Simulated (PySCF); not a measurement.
```xyz
18

B     1.7411    2.2870   -0.3958
O     1.0643    1.1801   -0.5380
B     0.5130    0.0339   -0.0751
O     1.3163   -1.0273    0.1773
B     2.0381   -2.0469   -0.2022
N    -0.8816   -0.0548    0.1424
C    -1.5474   -1.2670    0.5630
C    -1.7884    1.0562   -0.0392
H     2.0132    2.9013   -1.3668
H     2.0539    2.6857    0.6749
H     2.6694   -2.6159    0.6174
H     2.0446   -2.4147   -1.3285
H    -2.2826   -1.5789   -0.1865
H    -2.0696   -1.1064    1.5121
H    -0.8146   -2.0592    0.6922
H    -1.2314    1.9338   -0.3560
H    -2.5386    0.8172   -0.8001
H    -2.3084    1.2823    0.8975
```

Geometry: GFN2-xTB.

Theory: CAM-B3LYP/def2-SVPD, SCF density, gas phase (PySCF).

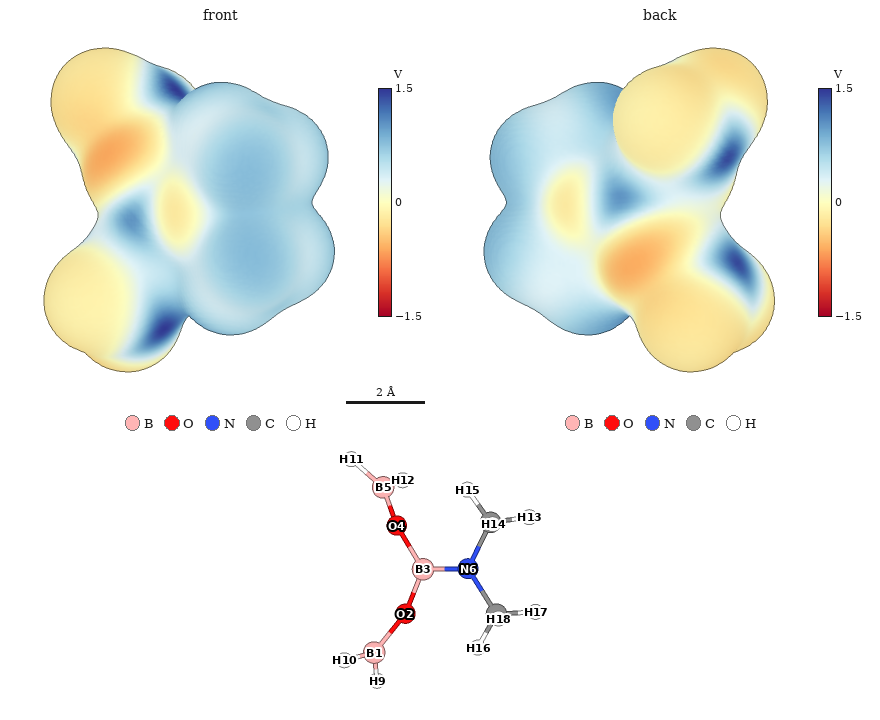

C$_{2}$H$_{10}$B$_{3}$NO$_{2}$. The electrostatic potential painted on the density surface at 0.002 e/bohr³, seen from the front and from behind; red is negative and blue positive. The bare structure is drawn below in the same view.

> Describe the electrostatic potential map.

The most negative region (about −0.6 V) lies over O2 and O4, the most positive (about +1.4 V) over B1 and B5.
